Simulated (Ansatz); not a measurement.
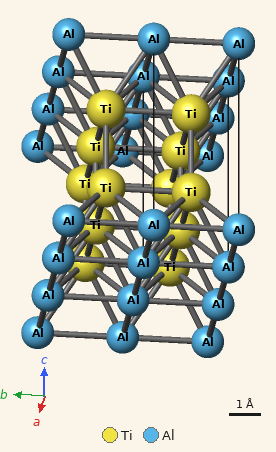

Starting structure of solid Ti₂Al (a generated structure, set up in P4/mmm). Style: ball-and-stick. Shown: the cell of the calculation, repeated 3 × 2 × 1 with one cell outlined, from a free direction.

Method: Ansatz, DFT PBE, scalar-relativistic, plane waves, PAW.

Input
```yaml
crystal:
  lattice:
    - [2.7862108767, 0.0, 0.0]
    - [0.0, 2.7862108767, 0.0]
    - [0.0, 0.0, 6.7441998247]
  atoms:
    - { symbol: Ti, position: [0.5, 0.5, 0.2888477614] }
    - { symbol: Ti, position: [0.5, 0.5, 0.7111522386] }
    - { symbol: Al, position: [0.0, 0.0, 0.0] }
basis:
  ecutwfc: 420
kpoints:
  mp_grid: { grid: [16, 16, 8] }
hamiltonian:
  xc: pbe
scf:
  occupations: { method: gaussian, width: 0.1 }
output:
  forces: true
  stress: true
  eigenvalues: true
  write_density: true
  write_potential: true
  elf: true
  volumetric_format: npy
relax:
  adjacent_minimum: "off"
  f_tol: 0.01
  max_steps: 80
  cell: { stress_tol: 0.05 }
```

Command:
```bash
ansatz run input.yaml --threads 1 --pin off --max-ram 2560MiB --backend cpu --events-out ev --progress --plain --runs-dir out
```

> What does the optimiser find from here?

The energy falls by 0.2 meV per atom in 2 accepted moves (3 points after the start). The largest force component goes from 0.017 to 0.0043 eV/Å. Pressure: 0.02 GPa at the start and 0.00 GPa at the end. At 1 point the geometry stayed and the basis and grid were re-selected for the new cell (energy shift of less than 0.05 meV per atom at most each time). The atoms keep their places relative to the cell (all moves are under 0.005 Å). The drawn cell changes at constant volume: a = b 2.786 → 2.792 Å (+0.2 %), c 6.744 → 6.715 Å (−0.4 %). Some distances before and after: Ti1–Ti2 2.848 → 2.833 Å, Ti1–Ti1 2.786 → 2.792 Å, Al3–Al3 2.786 → 2.792 Å. The space group stays P4/mmm (No. 123). The run took 110 s on 1 thread of Intel(R) Xeon(R) Processor @ 2.50GHz (Skylake/Cascade Lake), with other jobs on the host, peak memory 0.51 GiB.

History of the run:

| step | E − E(0), meV/atom | largest force component, eV/Å | pressure, GPa | volume, Å³/atom | note |
| --- | --- | --- | --- | --- | --- |
| 0 | 0.00 | 0.0174 | 0.02 | 17.452 |  |
| 1 | -0.16 | 0.0243 | 0.05 | 17.432 |  |
| 2 | -0.19 | 0.0043 | 0.00 | 17.452 |  |
| 3 | -0.19 | 0.0043 | 0.00 | 17.452 | same geometry, new basis |

The structure at the end:

```xyz
3
Lattice="2.7923 0.0000 0.0000 0.0000 2.7923 0.0000 0.0000 0.0000 6.7151" Properties=species:S:1:pos:R:3 pbc="T T T"
Ti    1.3961    1.3961    1.9408
Ti    1.3961    1.3961    4.7742
Al    2.7923    2.7923    0.0000
```
